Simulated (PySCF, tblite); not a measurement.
# C₄H₁₇PSi₃: geometry, infrared bands and NMR shifts

Aim: predict the infrared bands and NMR shifts of C₄H₁₇PSi₃ (`CC(C)(C)[Si@@H]([SiH3])[SiH2]P`).

Programs: tblite 0.8.0 and PySCF 2.14.0, with density-fitted response routines of our own. Each step states its level of theory. These are calculated values for one molecule in the gas phase, unless marked as measured. Atoms count from 0, in the outputs and in this text.

**1. Starting geometry**

25 atoms, charge 0, multiplicity 1; geometry from: force field or distance geometry start.

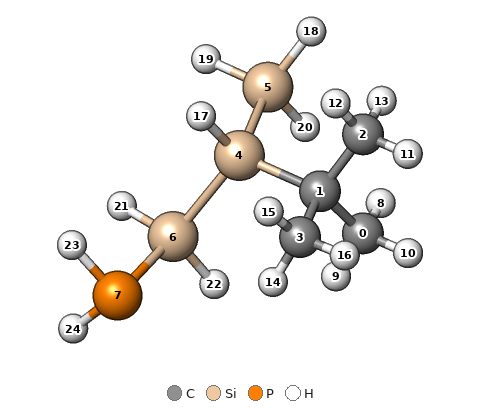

The starting geometry (carbon grey, silicon light orange, phosphorus orange, hydrogen white), atoms numbered.

**2. Geometry optimisation with GFN2-xTB**

What the job is given:

```
{"job": {"kind": "relax", "xc": "GFN2-xTB", "basis": "xTB"}, "charge": 0, "multiplicity": 1}
C     -1.578200    -0.337700     1.325800
C     -1.047800    -0.519300    -0.117600
C     -2.174400    -0.208600    -1.103900
C     -0.667300    -2.007000    -0.300000
Si     0.509500     0.624500    -0.461100
Si    -0.030400     2.851100    -0.186800
Si     2.230300     0.285800     1.008100
P      3.298700    -1.622400     0.633300
H     -1.909000     0.691800     1.508100
H     -0.838700    -0.584000     2.087900
H     -2.454700    -0.986800     1.502900
H     -3.045600    -0.871700    -0.945900
H     -1.862200    -0.333300    -2.136000
H     -2.542000     0.822400    -1.000600
H      0.074300    -2.330200     0.445600
H     -0.261400    -2.207700    -1.278200
H     -1.543300    -2.655800    -0.160700
H      0.955600     0.369300    -1.870500
H     -1.143400     3.228300    -1.084300
H      1.155400     3.709600    -0.481700
H     -0.453700     3.096400     1.224000
H      3.240900     1.363600     0.885100
H      1.729100     0.274100     2.419800
H      3.938300    -1.247200    -0.565600
H      4.408900    -1.380900     1.467900
```

Run with:

```bash
$ OMP_NUM_THREADS=1 python probes_run.py task.json out
```

This one command runs all jobs of the session in turn.

Standard output:

```text
step      E/eV     max force
  0    -677.71832    0.680
  1    -677.77424    0.451
  2    -677.81353    0.325
  3    -677.83247    0.408
  4    -677.85850    0.386
  5    -677.87394    0.292
  6    -677.88288    0.210
  7    -677.88824    0.187
  8    -677.89378    0.224
  9    -677.89938    0.224
 10    -677.90514    0.278
 11    -677.91088    0.246
 12    -677.91612    0.195
 13    -677.91950    0.125
 14    -677.92134    0.083
 15    -677.92256    0.077
 16    -677.92376    0.081
 17    -677.92521    0.098
 18    -677.92668    0.101
 19    -677.92781    0.085
 20    -677.92862    0.066
 21    -677.92947    0.083
 22    -677.93073    0.114
 23    -677.93258    0.130
 24    -677.93482    0.113
 25    -677.93679    0.069
 26    -677.93819    0.072
 27    -677.93931    0.073
 28    -677.94051    0.090
 29    -677.94176    0.075
 30    -677.94283    0.057
 31    -677.94374    0.078
 32    -677.94471    0.099
 33    -677.94593    0.119
 34    -677.94726    0.114
 35    -677.94844    0.082
 36    -677.94944    0.065
 37    -677.95039    0.068
 38    -677.95133    0.063
 39    -677.95220    0.059
 40    -677.95298    0.057
 41    -677.95370    0.074
 42    -677.95435    0.078
 43    -677.95484    0.047
 44    -677.95517    0.039
 45    -677.95547    0.042
 46    -677.95586    0.055
 47    -677.95632    0.054
 48    -677.95679    0.049
 49    -677.95722    0.047
 50    -677.95770    0.064
 51    -677.95835    0.091
 52    -677.95914    0.088
 53    -677.95986    0.053
 54    -677.96032    0.035
 55    -677.96062    0.042
 56    -677.96092    0.048
 57    -677.96130    0.046
 58    -677.96173    0.048
 59    -677.96210    0.036
 60    -677.96234    0.036
 61    -677.96248    0.027
 62    -677.96261    0.036
 63    -677.96279    0.041
 64    -677.96304    0.055
 65    -677.96328    0.046
 66    -677.96345    0.027
 67    -677.96355    0.019
 68    -677.96362    0.024
 69    -677.96371    0.034
 70    -677.96387    0.039
 71    -677.96410    0.048
 72    -677.96439    0.050
 73    -677.96468    0.037
 74    -677.96497    0.032
 75    -677.96526    0.040
 76    -677.96555    0.041
 77    -677.96582    0.035
 78    -677.96610    0.033
 79    -677.96641    0.042
 80    -677.96672    0.053
 81    -677.96702    0.064
 82    -677.96730    0.049
 83    -677.96760    0.040
 84    -677.96781    0.055
 85    -677.96810    0.063
 86    -677.96840    0.055
 87    -677.96872    0.042
 88    -677.96906    0.043
 89    -677.96940    0.048
 90    -677.96967    0.035
 91    -677.96984    0.054
 92    -677.96999    0.043
 93    -677.97016    0.046
 94    -677.97059    0.040
 95    -677.97077    0.029
 96    -677.97093    0.020
 97    -677.97098    0.022
 98    -677.97104    0.019
 99    -677.97116    0.023
100    -677.97128    0.032
101    -677.97139    0.028
102    -677.97149    0.019
103    -677.97157    0.018
104    -677.97164    0.023
105    -677.97172    0.031
106    -677.97181    0.029
107    -677.97192    0.020
108    -677.97201    0.020
109    -677.97209    0.021
110    -677.97217    0.025
111    -677.97225    0.020
112    -677.97233    0.017
113    -677.97240    0.018
114    -677.97247    0.022
115    -677.97257    0.027
116    -677.97269    0.022
117    -677.97280    0.019
118    -677.97290    0.018
119    -677.97300    0.023
120    -677.97312    0.028
121    -677.97326    0.023
122    -677.97342    0.021
123    -677.97359    0.025
124    -677.97373    0.029
125    -677.97383    0.023
126    -677.97389    0.015
127    -677.97393    0.015
128    -677.97397    0.015
129    -677.97403    0.020
130    -677.97410    0.022
131    -677.97418    0.020
132    -677.97427    0.024
133    -677.97434    0.020
134    -677.97441    0.016
135    -677.97447    0.018
136    -677.97454    0.022
137    -677.97463    0.024
138    -677.97472    0.022
139    -677.97481    0.019
140    -677.97491    0.023
141    -677.97504    0.030
142    -677.97518    0.032
143    -677.97534    0.037
144    -677.97555    0.036
145    -677.97583    0.041
146    -677.97617    0.043
147    -677.97647    0.037
148    -677.97670    0.031
149    -677.97690    0.030
150    -677.97713    0.042
151    -677.97745    0.054
152    -677.97786    0.058
153    -677.97836    0.057
154    -677.97872    0.038
155    -677.97905    0.039
156    -677.97923    0.034
157    -677.97935    0.036
158    -677.97948    0.038
159    -677.97969    0.033
160    -677.97994    0.037
161    -677.98024    0.037
162    -677.98057    0.039
163    -677.98088    0.034
164    -677.98110    0.038
165    -677.98113    0.040
166    -677.98132    0.023
167    -677.98141    0.020
168    -677.98158    0.024
169    -677.98174    0.022
170    -677.98196    0.022
171    -677.98214    0.021
172    -677.98229    0.022
173    -677.98243    0.029
174    -677.98262    0.034
175    -677.98287    0.035
176    -677.98317    0.042
177    -677.98358    0.045
178    -677.98376    0.032
179    -677.98396    0.027
180    -677.98415    0.025
181    -677.98433    0.031
182    -677.98450    0.033
183    -677.98469    0.035
184    -677.98490    0.042
185    -677.98508    0.033
186    -677.98519    0.048
187    -677.98534    0.033
188    -677.98551    0.027
189    -677.98571    0.027
190    -677.98587    0.022
191    -677.98601    0.027
192    -677.98617    0.032
193    -677.98637    0.038
194    -677.98664    0.046
195    -677.98689    0.045
196    -677.98708    0.040
197    -677.98726    0.029
198    -677.98745    0.031
199    -677.98765    0.039
200    -677.98788    0.041
201    -677.98813    0.032
202    -677.98832    0.031
203    -677.98852    0.032
204    -677.98877    0.033
205    -677.98912    0.041
206    -677.98949    0.042
207    -677.98978    0.034
208    -677.98999    0.031
209    -677.99016    0.033
210    -677.99032    0.027
211    -677.99051    0.030
212    -677.99069    0.036
213    -677.99096    0.039
214    -677.99125    0.030
215    -677.99150    0.030
216    -677.99166    0.024
217    -677.99180    0.020
218    -677.99195    0.020
219    -677.99211    0.025
220    -677.99225    0.026
221    -677.99237    0.020
222    -677.99247    0.023
223    -677.99257    0.021
224    -677.99266    0.019
225    -677.99273    0.017
226    -677.99277    0.017
227    -677.99281    0.013
228    -677.99285    0.014
229    -677.99288    0.014
230    -677.99292    0.012
231    -677.99295    0.010
232    -677.99297    0.010
233    -677.99300    0.012
234    -677.99302    0.012
235    -677.99306    0.013
236    -677.99309    0.015
237    -677.99313    0.012
238    -677.99317    0.012
239    -677.99321    0.014
240    -677.99325    0.017
241    -677.99330    0.018
242    -677.99334    0.019
243    -677.99339    0.017
244    -677.99343    0.012
245    -677.99347    0.011
246    -677.99352    0.019
247    -677.99357    0.024
248    -677.99364    0.021
249    -677.99370    0.018
250    -677.99374    0.012
251    -677.99378    0.013
252    -677.99382    0.017
253    -677.99387    0.014
254    -677.99391    0.012
255    -677.99394    0.011
256    -677.99397    0.012
257    -677.99401    0.012
258    -677.99403    0.009
```

Run time: 6.2 s. Hardware: 1 thread of Arm Neoverse N1, shared host; peak memory 0.19 GiB.

Along the way: (not every step is listed)

| step | energy from step 0 (eV) | largest force (eV/Å) |
| --- | --- | --- |
| 0 | 0.0000 | 0.6800 |
| 1 | -0.0559 | 0.4509 |
| 2 | -0.0952 | 0.3252 |
| 3 | -0.1141 | 0.4076 |
| 4 | -0.1402 | 0.3858 |
| 5 | -0.1556 | 0.2918 |
| 6 | -0.1646 | 0.2103 |
| 7 | -0.1699 | 0.1873 |
| 8 | -0.1755 | 0.2236 |
| 32 | -0.2264 | 0.0991 |
| 56 | -0.2426 | 0.0481 |
| 80 | -0.2484 | 0.0526 |
| 104 | -0.2533 | 0.0232 |
| 128 | -0.2557 | 0.0152 |
| 152 | -0.2595 | 0.0585 |
| 176 | -0.2649 | 0.0422 |
| 200 | -0.2696 | 0.0409 |
| 224 | -0.2743 | 0.0187 |
| 248 | -0.2753 | 0.0208 |
| 253 | -0.2756 | 0.0144 |
| 254 | -0.2756 | 0.0117 |
| 255 | -0.2756 | 0.0114 |
| 256 | -0.2757 | 0.0116 |
| 257 | -0.2757 | 0.0122 |
| 258 | -0.2757 | 0.0094 |

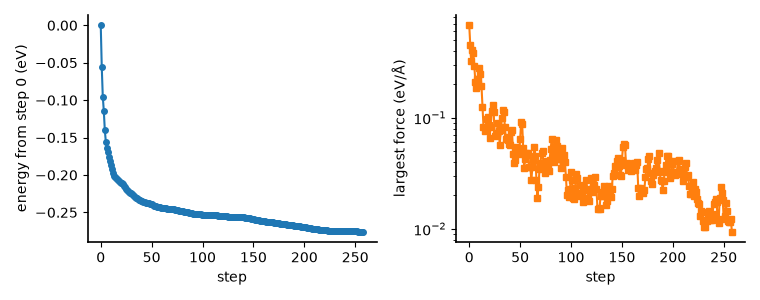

Energy and force, step by step.

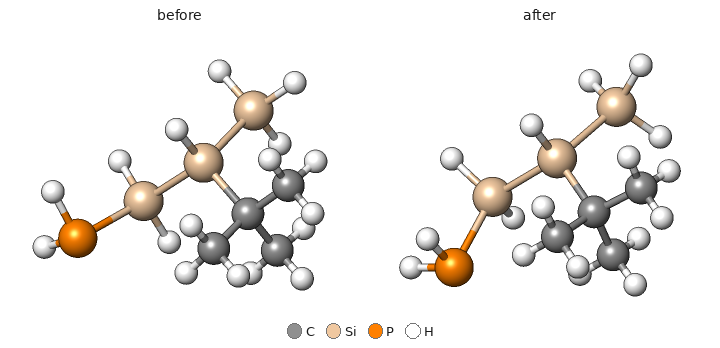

The geometry before (left) and after (right).

Close pairs (by a distance rule), those that changed most:

| bond | before (Å) | after (Å) | change (Å) |
| --- | --- | --- | --- |
| Si4–Si6 | 2.288 | 2.337 | +0.049 |
| Si5–H19 | 1.493 | 1.464 | -0.029 |
| P7–H24 | 1.410 | 1.381 | -0.029 |
| Si6–H22 | 1.498 | 1.470 | -0.028 |
| P7–H23 | 1.410 | 1.382 | -0.028 |
| Si5–H20 | 1.493 | 1.466 | -0.027 |
| Si6–P7 | 2.219 | 2.245 | +0.026 |
| C1–Si4 | 1.963 | 1.937 | -0.026 |

The end geometry stands in the next job.

**3. Vibrational analysis with GFN2-xTB**

What the job is given:

```
{"job": {"kind": "ir", "xc": "GFN2-xTB", "basis": "xTB"}, "charge": 0, "multiplicity": 1}
C     -1.229276    -0.533671     1.340262
C     -0.908317    -0.496332    -0.152978
C     -2.167634    -0.111124    -0.929115
C     -0.463783    -1.888389    -0.595333
Si     0.501780     0.791918    -0.475065
Si    -0.329336     2.956327    -0.305538
Si     2.312321     0.375047     0.943045
P      2.649826    -1.805332     1.357888
H     -1.530657     0.448408     1.702240
H     -0.361572    -0.862516     1.913009
H     -2.044251    -1.230036     1.539296
H     -2.959586    -0.840522    -0.757497
H     -1.966833    -0.075245    -1.998185
H     -2.534149     0.865833    -0.618600
H      0.421463    -2.207893    -0.042857
H     -0.229127    -1.904082    -1.657929
H     -1.251192    -2.619373    -0.411488
H      0.910740     0.542073    -1.880190
H     -1.001221     3.426820    -1.518979
H      0.752800     3.903855    -0.032645
H     -1.307965     3.124269     0.773105
H      3.556036     0.974020     0.434003
H      2.139186     0.945352     2.287101
H      3.088022    -2.103574     0.081696
H      3.941791    -1.651687     1.820245
```

Standard output:

```text
mode    cm-1     km/mol
  1      24.2      0.93
  2      48.2      0.27
  3      67.0      0.03
  4      86.9      1.36
  5     104.2      0.47
  6     116.8      1.57
  7     121.3      1.94
  8     169.9      9.00
  9     222.0      1.70
 10     241.2      2.46
 11     246.4      3.28
 12     272.8      1.37
 13     281.0      1.55
 14     318.3     21.50
 15     353.3     13.51
 16     382.4      2.92
 17     389.4      7.78
 18     393.0     12.86
 19     437.5     16.77
 20     444.6     17.55
 21     471.8     17.35
 22     506.6      1.49
 23     529.7      1.11
 24     571.4    652.63
 25     605.0     57.47
 26     624.4     14.90
 27     650.0    125.06
 28     685.0     75.65
 29     721.0    106.68
 30     783.0    418.20
 31     808.4    178.38
 32     816.1    202.01
 33     825.8    183.77
 34     882.5     13.01
 35     966.7      0.04
 36     971.8      0.23
 37     972.4      0.04
 38    1032.1      3.11
 39    1033.1      2.89
 40    1157.5     17.75
 41    1218.7      3.71
 42    1221.5      6.36
 43    1224.7      0.98
 44    1411.6      3.27
 45    1413.7      5.87
 46    1433.7      3.14
 47    1490.3      1.43
 48    1494.9      1.09
 49    1498.6      0.03
 50    1510.7      3.82
 51    1512.5      3.13
 52    1514.5      3.33
 53    2053.4    213.04
 54    2163.8    266.59
 55    2182.2    134.74
 56    2224.7    360.02
 57    2239.7    315.95
 58    2244.6    213.12
 59    2312.0    115.23
 60    2400.8    145.69
 61    2983.5     41.39
 62    2993.4     15.60
 63    2997.8     28.61
 64    2999.6     74.47
 65    3004.9     81.47
 66    3013.5      1.13
 67    3018.2     45.56
 68    3023.3     25.78
 69    3026.4     42.97
```

Wall time 3.2 s (1 thread of Arm Neoverse N1, shared host); peak memory 0.19 GiB.

The strongest bands and the atoms that carry them (share of the mass-weighted mode):

| cm⁻¹ | km/mol | atoms |
| --- | --- | --- |
| 571 | 652.6 | H17 47 %, H21 24 % |
| 783 | 418.2 | H19 28 %, H18 27 %, H20 26 % |
| 816 | 202.0 | H19 45 %, H20 24 %, H18 12 % |
| 2053 | 213.0 | H17 96 % |
| 2164 | 266.6 | H21 92 % |
| 2225 | 360.0 | H20 91 % |
| 2240 | 315.9 | H18 85 % |
| 2245 | 213.1 | H19 88 % |

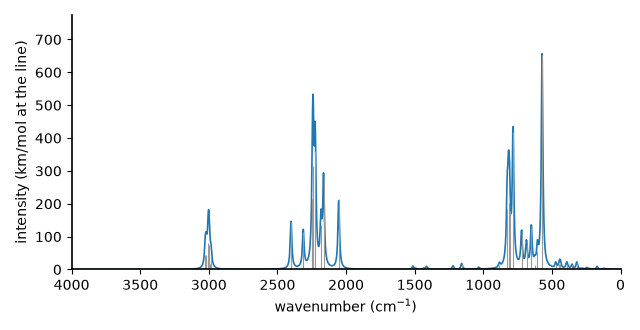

The infrared spectrum from these modes, unscaled. Lines are broadened to a width of 14 cm⁻¹ (Lorentzian).

**4. Shielding tensors: PBE0/pcSseg-1**

Same as in step 3 but for these lines:

```diff
@@ -1,2 +1,2 @@
-{"job": {"kind": "ir", "xc": "GFN2-xTB", "basis": "xTB"}, "charge": 0, "multiplicity": 1}
+{"job": {"kind": "nmr", "xc": "PBE0", "basis": "pcSseg-1"}, "charge": 0, "multiplicity": 1}
 C     -1.229276    -0.533671     1.340262
```

Level: GIAO PBE0/pcSseg-1 NMR shielding, non-relativistic, gas phase.

Standard output:

```text
coarse grid: 21384 points
cycle   1  E = -1371.6253126416  dE =  2.557e-01  |g| = 4.253e-01  |ddm| = 4.282e+00
cycle   2  E = -1371.6040788213  dE =  2.123e-02  |g| = 5.112e-01  |ddm| = 9.216e-01
cycle   3  E = -1371.6743816373  dE = -7.030e-02  |g| = 6.437e-02  |ddm| = 5.763e-01
cycle   4  E = -1371.6752617658  dE = -8.801e-04  |g| = 2.753e-02  |ddm| = 9.153e-02
cycle   5  E = -1371.6754379617  dE = -1.762e-04  |g| = 4.422e-03  |ddm| = 2.702e-02
cycle   6  E = -1371.6754427002  dE = -4.738e-06  |g| = 1.040e-03  |ddm| = 7.141e-03
final grid: 183864 points
cycle   7  E = -1371.7228718964  dE = -5.971e-05  |g| = 8.635e-03  |ddm| = 4.131e-02
cycle   8  E = -1371.7228603632  dE =  1.153e-05  |g| = 1.079e-02  |ddm| = 1.876e-02
cycle   9  E = -1371.7228908951  dE = -3.053e-05  |g| = 1.066e-03  |ddm| = 1.121e-02
cycle  10  E = -1371.7228911606  dE = -2.656e-07  |g| = 2.987e-04  |ddm| = 1.510e-03
cycle  11  E = -1371.7228911823  dE = -2.170e-08  |g| = 4.009e-05  |ddm| = 2.955e-04
cycle  12  E = -1371.7228911827  dE = -3.265e-10  |g| = 1.048e-05  |ddm| = 6.299e-05
converged SCF energy = -1371.7228911827

GIAO shielding tensors (ppm)
atom      isotropic    diamagn.    paramagn.     s11        s22        s33       span
  0 C      157.364     250.367     -93.003    140.904    147.791    183.397     42.492
  1 C      162.860     247.887     -85.026    158.398    164.349    165.834      7.435
  2 C      153.873     249.176     -95.303    134.489    142.944    184.186     49.696
  3 C      153.313     249.786     -96.473    136.080    141.868    181.991     45.912
  4 Si     407.078     883.151    -476.073    362.086    377.991    481.158    119.072
  5 Si     468.656     881.100    -412.444    456.935    465.587    483.448     26.513
  6 Si     442.007     881.556    -439.549    416.279    441.408    468.334     52.055
  7 P      618.802     967.755    -348.954    553.678    595.845    706.882    153.204
  8 H       30.456      33.017      -2.561     26.101     29.331     35.936      9.835
  9 H       30.306      32.621      -2.315     24.961     30.393     35.564     10.603
 10 H       30.839      32.315      -1.475     27.188     27.843     37.487     10.298
 11 H       30.813      31.542      -0.728     26.807     28.072     37.561     10.754
 12 H       30.486      31.828      -1.341     26.644     28.087     36.728     10.084
 13 H       30.657      32.127      -1.470     25.403     30.306     36.263     10.860
 14 H       30.216      32.758      -2.542     23.286     29.595     37.767     14.481
 15 H       30.614      32.536      -1.923     27.410     27.946     36.485      9.075
 16 H       30.804      32.101      -1.297     26.884     28.165     37.364     10.480
 17 H       27.800      32.054      -4.254     25.220     25.697     32.483      7.263
 18 H       28.181      29.455      -1.274     24.317     25.908     34.318     10.001
 19 H       28.428      29.302      -0.874     24.221     26.497     34.566     10.345
 20 H       28.202      29.964      -1.762     24.465     27.092     33.048      8.583
 21 H       27.407      30.248      -2.841     22.374     25.905     33.942     11.567
 22 H       27.786      30.486      -2.700     24.102     26.216     33.039      8.936
 23 H       30.616      30.958      -0.342     25.074     28.852     37.922     12.848
 24 H       30.231      29.109       1.123     24.102     26.416     40.176     16.073
```

Run time: 2 min. Hardware: 1 thread of Arm Neoverse N1, shared host; peak memory 1.2 GiB.

Shifts follow as δ = σ(reference) − σ, with reference shieldings (ppm) from runs at the same level and on the same kind of geometry: 1H TMS 31.72, 13C TMS 186.9, 29Si TMS 349.2, 31P H3PO4 318.4. The references are single molecules in the gas phase, so shifts against H2O, NH3, PH3, H3PO4 or CFCl3 are not on the usual liquid scales and can be off by tens of ppm. Atoms listed in one row are averaged.

| atoms | environment | σ (ppm) | δ (ppm) | δ scaled to CDCl3 |
| --- | --- | --- | --- | --- |
| C0, C2, C3 | methyl carbon | 154.8 | 32.1 | 29.4 |
| C1 | fully substituted sp3 carbon bonded to Si | 162.9 | 24.1 | 21.6 |
| H21 | hydrogen on a silicon bonded to P, Si | 27.41 | 4.31 | – |
| H22 | hydrogen on a silicon bonded to P, Si | 27.79 | 3.93 | – |
| H17 | hydrogen on a silicon bonded to C, 2 Si | 27.80 | 3.92 | – |
| H18, H19, H20 | hydrogen on a silicon bonded to Si | 28.27 | 3.45 | – |
| H23, H24 | hydrogen on a phosphorus bonded to Si | 30.42 | 1.29 | – |
| H8, H9, H10, H11, H12 and 4 more | hydrogen on a methyl carbon | 30.58 | 1.14 | 1.18 |
| Si4 | silicon bonded to C, 2 Si, H | 407.1 | -57.9 | – |
| Si6 | silicon bonded to P, Si, 2 H | 442.0 | -92.8 | – |
| Si5 | silicon bonded to Si, 3 H | 468.7 | -119.5 | – |
| P7 | phosphorus bonded to Si, 2 H | 618.8 | -300.4 | – |

The scaled column applies a straight-line fit of computed shieldings to shifts measured in CDCl3 (root-mean-square error 0.16 ppm for H, 1.9 ppm for C).

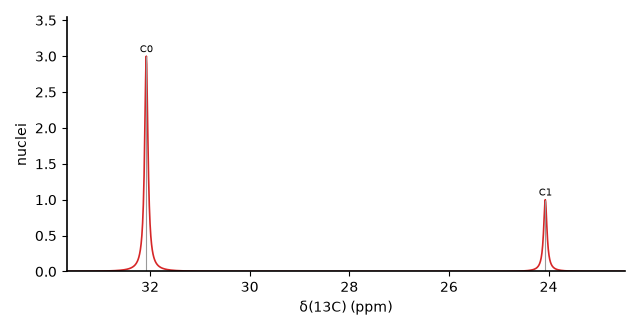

13C lines at the computed shifts, without couplings. Lines are broadened to a width of 0.08 ppm (Lorentzian).

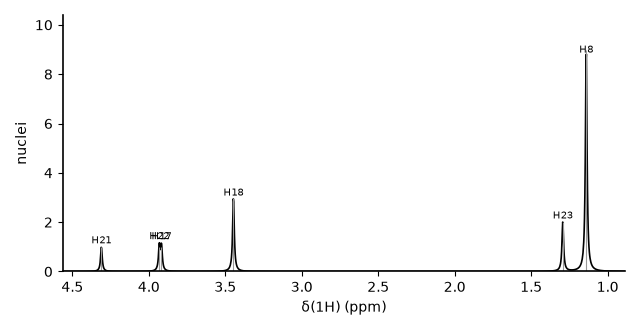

1H lines at the computed shifts, without couplings. Lines are broadened to a width of 0.01 ppm (Lorentzian).

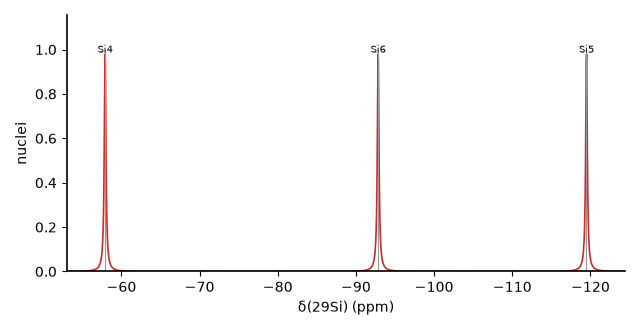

29Si lines at the computed shifts, without couplings. Lines are broadened to a width of 0.25 ppm (Lorentzian).

Charges from the same density, by scheme (e):

| atoms | Mulliken | IAO | Hirshfeld | ESP fit |
| --- | --- | --- | --- | --- |
| C0, C2, C3 | -0.17 | -0.41 | -0.12 | -0.54 |
| C1 | -0.76 | -0.16 | -0.05 | 0.49 |
| Si4 | 0.12 | 0.29 | 0.18 | 0.07 |
| Si5 | 0.22 | 0.28 | 0.21 | 0.13 |
| Si6 | 0.13 | 0.26 | 0.18 | 0.26 |
| P7 | -0.25 | -0.09 | 0.00 | -0.37 |

Hirshfeld charges:

C0 -0.12; C1 -0.05; C2 -0.12; C3 -0.12; Si4 0.18; Si5 0.21; Si6 0.18; P7 0.00; H8 0.03; H9 0.03; H10 0.04; H11 0.04; H12 0.04; H13 0.04; H14 0.02; H15 0.04; H16 0.04; H17 -0.08; H18 -0.07; H19 -0.08; H20 -0.07; H21 -0.08; H22 -0.08; H23 -0.01; H24 -0.01

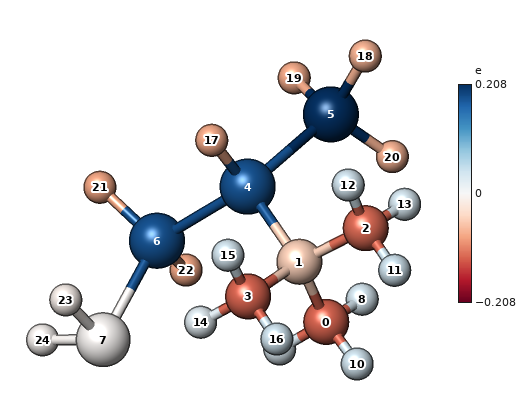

Hirshfeld charges, as colours on the atoms.

Mayer bond orders: C0–C1 1.00, C1–C2 1.01, C1–C3 1.01, C1–Si4 0.85, Si4–Si5 0.90, Si4–Si6 0.88, Si6–P7 0.99.

**5. Summary of results**

| quantity | value |
| --- | --- |
| strongest single infrared mode (GFN2-xTB) | 571 cm⁻¹, 653 km/mol |
| zero-point energy (GFN2-xTB) | 117.5 kcal/mol |
| 13C shifts against TMS (PBE0/pcSseg-1, means over atoms taken as alike) | 32.1, 24.1 ppm |
| 1H shifts against TMS (PBE0/pcSseg-1, means over atoms taken as alike) | 4.31, 3.93, 3.92, 3.45, 1.29, 1.14 ppm |
| 29Si shifts against TMS (PBE0/pcSseg-1) | -57.9, -92.8, -119.5 ppm |
| 31P shifts against H3PO4 (PBE0/pcSseg-1) | -300.4 ppm |

**Reading.** Relaxing lowered the energy by 0.276 eV in 258 steps; the close pair that moved most is Si4–Si6, from 2.288 to 2.337 Å. All 69 modes are real, so the xTB geometry is a minimum. The strongest single mode, at 571 cm⁻¹, moves mainly H17 and H21. Unscaled tight-binding wavenumbers are off by several per cent, some by more. Its intensities can rank the bands wrongly. At PBE0/pcSseg-1: The widest tensor belongs to P7: span 153 ppm, with a paramagnetic part of -349 ppm.
